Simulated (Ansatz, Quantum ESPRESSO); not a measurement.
# Gate doping of honeycomb AsN, 2 layers, AB stacking, part 2 of 7

How rigid are the bands of honeycomb AsN, 2 layers, AB stacking under field-effect doping?

Quantum ESPRESSO 7.5; plane-wave DFT, PBE, GBRV ultrasoft pseudopotentials; geometry by Ansatz 0.2.0 with PAW datasets.

So far: Set-up; Relaxation with Ansatz.

## 3. Ground state: neutral sheet, no gate

The neutral sheet is the reference for densities and bands.

Level of this step: plane-wave DFT, PBE, GBRV ultrasoft pseudopotentials (Quantum ESPRESSO 7.5).

File g0.in:

```
&control
  prefix = 'g0'
  outdir = './out'
  pseudo_dir = './pseudo'
  calculation = 'scf'
  tprnfor = .true.
  tefield = .true.
  dipfield = .true.
/
&system
  ibrav = 0
  nat = 4
  ntyp = 2
  ecutwfc = 40
  ecutrho = 200
  occupations = 'smearing'
  smearing = 'fd'
  degauss = 0.004
  edir = 3
  emaxpos = 0.200922
  eopreg = 0.01
  eamp = 0.0
  nbnd = 16
/
&electrons
  conv_thr = 1e-07
  mixing_beta = 0.4
  electron_maxstep = 120
  mixing_mode = 'local-TF'
/
ATOMIC_SPECIES
  N   14.0070  n_pbe_v1.2.uspp.F.UPF
  As  74.9216  as_pbe_v1.uspp.F.UPF
CELL_PARAMETERS angstrom
  2.95552558194245 -0.00000000000000 -0.00000000000000
  -1.47776279097123 2.55956023549695 -0.00000000000000
  -0.00000000000000 -0.00000000000000 27.24000000000000
ATOMIC_POSITIONS crystal
  N   0.666666666667 0.333333333333 0.406604666595
  As  0.333333333333 0.666666666667 0.441457616369
  N   -0.000000000000 -0.000000000000 0.558430446622
  As  0.666666666667 0.333333333333 0.593507270414
K_POINTS automatic
  12 12 1 0 0 0
```

Launch:

```
$ OMP_NUM_THREADS=1 mpirun -n 4 pw.x -nk 4 -in g0.in > g0.out
```

What it wrote:

```text
Program PWSCF v.7.5 starts
[citation notice left out]

     Parallel version (MPI & OpenMP), running on       4 processor cores
     Number of MPI processes:                 4
     Threads/MPI process:                     1

     MPI processes distributed on     1 nodes
[...]
Current dimensions of program PWSCF are:
     Max number of different atomic species (ntypx) = 10
     Max number of k-points (npk) =  40000
     Max angular momentum in pseudopotentials (lmaxx) =  4
     Presently no symmetry can be used with electric field

     K-points division:     npool     =       4
     Subspace diagonalization in iterative solution of the eigenvalue problem:
     a serial algorithm will be used

     G-vector sticks info
     --------------------
     sticks:   dense  smooth     PW     G-vecs:    dense   smooth      PW
     Sum         433     349    121                66579    47643    9819

     Using Slab Decomposition

     bravais-lattice index     =            0
     lattice parameter (alat)  =       5.5851  a.u.
     unit-cell volume          =    1390.6050 (a.u.)^3
     number of atoms/cell      =            4
     number of atomic types    =            2
     number of electrons       =        20.00
     number of Kohn-Sham states=           16
     kinetic-energy cutoff     =      40.0000  Ry
     charge density cutoff     =     200.0000  Ry
     scf convergence threshold =      1.0E-07
     mixing beta               =       0.4000
     number of iterations used =            8  local-TF  mixing
     Exchange-correlation= SLA  PW   PBE  PBE
                           (   1   4   3   4   0   0   0)

     celldm(1)=   5.585134  celldm(2)=   0.000000  celldm(3)=   0.000000
     celldm(4)=   0.000000  celldm(5)=   0.000000  celldm(6)=   0.000000

     crystal axes: (cart. coord. in units of alat)
               a(1) = (   1.000000  -0.000000  -0.000000 )
               a(2) = (  -0.500000   0.866025  -0.000000 )
               a(3) = (  -0.000000  -0.000000   9.216635 )

     reciprocal axes: (cart. coord. in units 2 pi/alat)
               b(1) = (  1.000000  0.577350  0.000000 )
               b(2) = (  0.000000  1.154701  0.000000 )
               b(3) = (  0.000000  0.000000  0.108499 )

     PseudoPot. # 1 for N  read from file:
     ./pseudo/n_pbe_v1.2.uspp.F.UPF
     Pseudo is Ultrasoft + core correction, Zval =  5.0
     Generated by new atomic code, or converted to UPF format
     Using radial grid of  729 points,  4 beta functions with:
                l(1) =   0
                l(2) =   0
                l(3) =   1
                l(4) =   1
     Q(r) pseudized with  8 coefficients,  rinner =    0.900   0.900   0.900

     PseudoPot. # 2 for As read from file:
     ./pseudo/as_pbe_v1.uspp.F.UPF
     Pseudo is Ultrasoft + core correction, Zval =  5.0
     Generated by new atomic code, or converted to UPF format
     Using radial grid of  875 points,  6 beta functions with:
                l(1) =   0
                l(2) =   0
                l(3) =   1
                l(4) =   1
                l(5) =   2
                l(6) =   2
     Q(r) pseudized with  8 coefficients,  rinner =    1.300   1.300   1.300
                                                       1.300   1.300

     atomic species   valence    mass     pseudopotential
     N                 5.00    14.00700     N ( 1.00)
     As                5.00    74.92160     As( 1.00)

     No symmetry found

   Cartesian axes

     site n.     atom                  positions (alat units)
         1        N      tau(   1) = (   0.5000000   0.2886751   3.7475267  )
         2        As     tau(   2) = (  -0.0000000   0.5773503   4.0687536  )
         3        N      tau(   3) = (   0.0000000   0.0000000   5.1468495  )
         4        As     tau(   4) = (   0.5000000   0.2886751   5.4701398  )

     number of k points=    74  Fermi-Dirac smearing, width (Ry)=  0.0040
                       cart. coord. in units 2pi/alat
        k(    1) = (   0.0000000   0.0000000   0.0000000), wk =   0.0138889
        k(    2) = (   0.0000000   0.0962250   0.0000000), wk =   0.0277778
        k(    3) = (   0.0000000   0.1924501   0.0000000), wk =   0.0277778
        k(    4) = (   0.0000000   0.2886751   0.0000000), wk =   0.0277778
        k(    5) = (   0.0000000   0.3849002   0.0000000), wk =   0.0277778
        k(    6) = (   0.0000000   0.4811252   0.0000000), wk =   0.0277778
        k(    7) = (   0.0000000  -0.5773503   0.0000000), wk =   0.0138889
        k(    8) = (   0.0833333   0.0481125   0.0000000), wk =   0.0277778
        k(    9) = (   0.0833333   0.1443376   0.0000000), wk =   0.0277778
        k(   10) = (   0.0833333   0.2405626   0.0000000), wk =   0.0277778
[...]
k(   74) = (  -0.5000000  -0.8660254   0.0000000), wk =   0.0138889

     Dense  grid:    66579 G-vectors     FFT dimensions: (  25,  25, 240)

     Smooth grid:    47643 G-vectors     FFT dimensions: (  24,  24, 216)

     Estimated max dynamical RAM per process >     124.63 MB

     Estimated total dynamical RAM >     449.78 MB

     Initial potential from superposition of free atoms

     starting charge      19.9995, renormalised to      20.0000

     negative rho (up, down):  1.472E-04 0.000E+00

     Adding external electric field

     Computed dipole along edir(3) :
        Dipole                0.0004 Ry au,          0.0011 Debye
        Dipole field          0.0000 Ry au,

        Potential amp.       -0.0004 Ry
        Total length         50.9614 bohr

     Starting wfcs are   16 randomized atomic wfcs

     total cpu time spent up to now is        1.2 secs

     per-process dynamical memory:    66.7 Mb

     Self-consistent Calculation

     iteration #  1     ecut=    40.00 Ry     beta= 0.40
     Davidson diagonalization with overlap
     ethr =  1.00E-02,  avg # of iterations =  2.3

     negative rho (up, down):  1.255E-04 0.000E+00

     Adding external electric field

     Computed dipole along edir(3) :
        Dipole                0.0024 Ry au,          0.0060 Debye
        Dipole field          0.0000 Ry au,

        Potential amp.       -0.0022 Ry
        Total length         50.9614 bohr

     total cpu time spent up to now is        4.4 secs

     total energy              =    -120.59226858 Ry
     estimated scf accuracy    <       1.35667229 Ry

     iteration #  2     ecut=    40.00 Ry     beta= 0.40
[...]
negative rho (up, down):  7.277E-04 0.000E+00

[...]
total energy              =    -120.62474850 Ry
     estimated scf accuracy    <       0.00266104 Ry

     iteration #  7     ecut=    40.00 Ry     beta= 0.40
[...]
c_bands:  2 eigenvalues not converged
[...]
negative rho (up, down):  2.700E-03 0.000E+00

[...]
Dipole                0.2448 Ry au,          0.6223 Debye
[...]
total energy              =    -120.62494860 Ry
     estimated scf accuracy    <       0.00066186 Ry

     iteration #  8     ecut=    40.00 Ry     beta= 0.40
[...]
c_bands:  1 eigenvalues not converged
     c_bands:  1 eigenvalues not converged
[...]
negative rho (up, down):  1.849E-03 0.000E+00

[...]
Dipole                0.2716 Ry au,          0.6904 Debye
[...]
total energy              =    -120.62488568 Ry
     estimated scf accuracy    <       0.00069455 Ry

     iteration #  9     ecut=    40.00 Ry     beta= 0.40
[...]
negative rho (up, down):  1.126E-03 0.000E+00

[...]
Dipole                0.2738 Ry au,          0.6960 Debye
[...]
total energy              =    -120.62491863 Ry
     estimated scf accuracy    <       0.00006191 Ry

     iteration # 10     ecut=    40.00 Ry     beta= 0.40
[...]
negative rho (up, down):  6.153E-04 0.000E+00

[...]
Dipole                0.2567 Ry au,          0.6525 Debye
[...]
total energy              =    -120.62492110 Ry
     estimated scf accuracy    <       0.00002505 Ry

     iteration # 11     ecut=    40.00 Ry     beta= 0.40
[...]
c_bands:  1 eigenvalues not converged
[...]
negative rho (up, down):  4.046E-04 0.000E+00

[...]
Dipole                0.2575 Ry au,          0.6545 Debye
[...]
total energy              =    -120.62492786 Ry
     estimated scf accuracy    <       0.00004998 Ry

     iteration # 12     ecut=    40.00 Ry     beta= 0.40
[...]
negative rho (up, down):  3.462E-04 0.000E+00

[...]
Dipole                0.2575 Ry au,          0.6545 Debye
[...]
total energy              =    -120.62493011 Ry
     estimated scf accuracy    <       0.00000510 Ry

     iteration # 13     ecut=    40.00 Ry     beta= 0.40
[...]
negative rho (up, down):  3.581E-04 0.000E+00

[...]
Dipole                0.2569 Ry au,          0.6530 Debye
[...]
total energy              =    -120.62493173 Ry
     estimated scf accuracy    <       0.00000464 Ry

     iteration # 14     ecut=    40.00 Ry     beta= 0.40
[...]
negative rho (up, down):  3.593E-04 0.000E+00

[...]
Dipole                0.2559 Ry au,          0.6505 Debye
[...]
total energy              =    -120.62493142 Ry
     estimated scf accuracy    <       0.00000248 Ry

     iteration # 15     ecut=    40.00 Ry     beta= 0.40
[...]
negative rho (up, down):  3.649E-04 0.000E+00

[...]
Dipole                0.2570 Ry au,          0.6532 Debye
[...]
total energy              =    -120.62493171 Ry
     estimated scf accuracy    <       0.00000018 Ry

     iteration # 16     ecut=    40.00 Ry     beta= 0.40
[...]
negative rho (up, down):  3.698E-04 0.000E+00

[...]
Dipole                0.2567 Ry au,          0.6525 Debye
[...]
total energy              =    -120.62493178 Ry
     estimated scf accuracy    <       0.00000082 Ry

     iteration # 17     ecut=    40.00 Ry     beta= 0.40
[...]
negative rho (up, down):  4.013E-04 0.000E+00

[...]
Dipole                0.2577 Ry au,          0.6551 Debye
[...]
End of self-consistent calculation

          k = 0.0000 0.0000 0.0000 (  5995 PWs)   bands (ev):

   -20.8971 -19.4579 -10.8274  -9.2416  -4.5849  -4.5849  -3.6771  -3.1442
    -3.1442  -1.7320  -0.3536   1.4482   2.2872   2.6249   3.2205   3.4375

          k = 0.0000 0.0962 0.0000 (  5991 PWs)   bands (ev):

   -20.7712 -19.3319 -10.7590  -9.1834  -5.3468  -4.7481  -3.9105  -3.5407
    -3.3082  -1.6052   0.1642   1.9361   2.4488   2.7777   2.9706   3.3859

          k = 0.0000 0.1925 0.0000 (  5978 PWs)   bands (ev):

   -20.3992 -18.9595 -10.6350  -9.1008  -6.7329  -5.2891  -5.1547  -3.7166
    -3.3549  -1.4803   0.7299   2.1026   2.4245   3.0117   3.3020   3.8474

          k = 0.0000 0.2887 0.0000 (  5958 PWs)   bands (ev):

   -19.8018 -18.3614 -10.8506  -9.3883  -7.7546  -6.2570  -5.6397  -4.2034
    -3.2171  -1.5015   0.0878   1.5734   2.4014   3.7916   4.0786   4.2685

          k = 0.0000 0.3849 0.0000 (  5936 PWs)   bands (ev):

   -19.0335 -17.5919 -11.8480 -10.4050  -7.7690  -6.2031  -6.0661  -4.6312
    -3.3829  -1.8181  -0.6731   0.8268   2.6333   4.1267   4.3403   4.7617

          k = 0.0000 0.4811 0.0000 (  5918 PWs)   bands (ev):

   -18.2477 -16.8040 -13.0235 -11.5865  -7.1850  -6.3500  -5.6330  -4.9160
    -3.9812  -2.4151  -1.0509   0.5040   2.6094   4.1037   4.1914   5.6005

[...]
the Fermi energy is    -1.2406 ev

!    total energy              =    -120.62493179 Ry
     estimated scf accuracy    <       0.00000004 Ry
     smearing contrib. (-TS)   =      -0.00025492 Ry
     internal energy E=F+TS    =    -120.62467687 Ry

     The total energy is F=E-TS. E is the sum of the following terms:
     one-electron contribution =    -844.33309911 Ry
     hartree contribution      =     426.59999136 Ry
     xc contribution           =     -73.73450045 Ry
     ewald contribution        =     370.84233101 Ry
     electric field correction =       0.00060033 Ry

     convergence has been achieved in  17 iterations

     negative rho (up, down):  4.013E-04 0.000E+00

     Forces acting on atoms (cartesian axes, Ry/au):

     atom    1 type  1   force =     0.00000002    0.00000010   -0.01160515
     atom    2 type  2   force =    -0.00000003   -0.00000004    0.00656227
     atom    3 type  1   force =    -0.00000001    0.00000014   -0.00862714
     atom    4 type  2   force =     0.00000003   -0.00000020    0.01367002

     Total force =     0.020953     Total SCF correction =     0.000362

[...]
=------------------------------------------------------------------------------=
   JOB DONE.
=------------------------------------------------------------------------------=
[key lines of the parts left out:]
Dipole field          0.0023 Ry au,
```

It took 57 s on 4 MPI ranks of Arm Neoverse V2, shared host; peak memory 0.62 GiB.

Numbers from this step:

```
free energy                          : -1641.1858 eV
energy at zero smearing              : -1641.1841 eV
Fermi energy                         : -1.241 eV
dipole along the normal              : 0.1364 e·Å
valence top, on the run's zero       : -1.447 eV
conduction bottom, on the run's zero : -1.127 eV
gap by band count                    : 0.3196 eV
```

The run needed 17 iterations to bring the estimated error under 1e-07 Ry.

## 4. Valence density

plot_num = 0 writes the valence density.

File g0.rho.in:

```
&inputpp
  prefix = 'g0'
  outdir = './out'
  filplot = 'g0.rho.dat'
  plot_num = 0
/
```

Launch:

```
$ OMP_NUM_THREADS=1 mpirun -n 4 pp.x -in g0.rho.in > g0.rho.out
```

What it wrote:

```text
[banner, memory and clock lines left out]
Program POST-PROC v.7.5 starts

          URL

     ./out/g0.save/

     IMPORTANT: XC functional enforced from input :
     Exchange-correlation= PBE
                           (   1   4   3   4   0   0   0)
     Any further DFT definition will be discarded
     Please, verify this is what you really want

     negative rho (up, down):  4.013E-04 0.000E+00

     Adding external electric field

     Computed dipole along edir(3) :
        Dipole                0.2577 Ry au,          0.6551 Debye
        Dipole field          0.0023 Ry au,

        Potential amp.       -0.2374 Ry
        Total length         50.9614 bohr

     Calling punch_plot, plot_num =   0
     Writing data to file  g0.rho.dat
     Message from routine chdens:
     namelist plot not found or invalid, exiting
```

Elapsed: 0.84 s, on 4 MPI ranks; peak memory 0.09 GiB; 3 s of CPU time.

Read from the output:

| Item | Value |
| --- | --- |
| electrons by integration | 20.00 e |

Mean over planes. The valence density, planar mean by z:

```tsv
z (Å)	valence density, planar mean (e/Å³)
8	7.3e-5
10	0.0519
12	0.404
14	0.0442
16	0.427
18	0.0173
20	7.5e-5
```

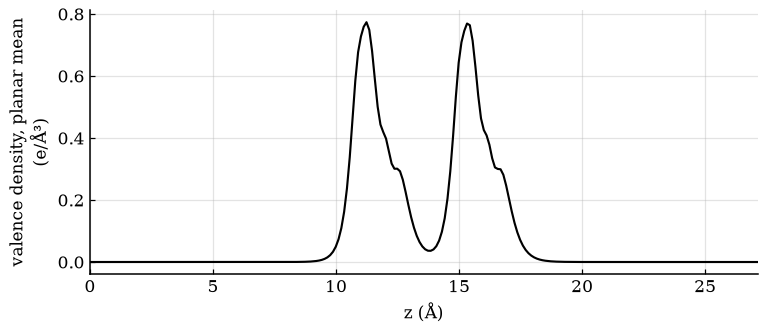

Valence density, planar mean against z.

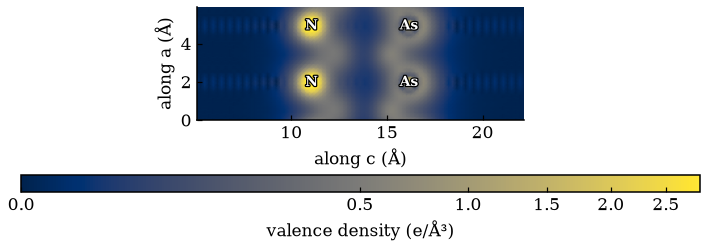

Valence density in the ca plane at fractional y = 0.333, with atoms of N and As within 0.2 Å of it. It is the smooth field of the valence electrons, not physical close to the nuclei. The colour scale is stretched toward low values. The far vacuum is left out of the map.

## 5. Electrostatic potential

The neutral sheet's potential is written as the reference.

File g0.pot.in:

```
&inputpp
  prefix = 'g0'
  outdir = './out'
  filplot = 'g0.pot.dat'
  plot_num = 11
/
```

Launch:

```
$ OMP_NUM_THREADS=1 mpirun -n 4 pp.x -in g0.pot.in > g0.pot.out
```

The job ended after 0.83 s (4 MPI ranks; peak memory 0.1 GiB; 3 s of CPU time).

(Part 2 of 7 ends here.)

[Logs are printed without paths, hosts, clocks, repeated set-up lines and the standing remarks that a program may print on its own settings, such as how far it seeks lower states.]

[Hosts, paths, dates, database ids (printed as entryN), source tags and the programs' standing remarks are cut or masked in the printed files.]

[Maps of the electrostatic potential energy from Ansatz leave out the sawtooth potential of an applied field or a dipole correction, so their vacuum need not be flat; planar profiles and work functions include it.]
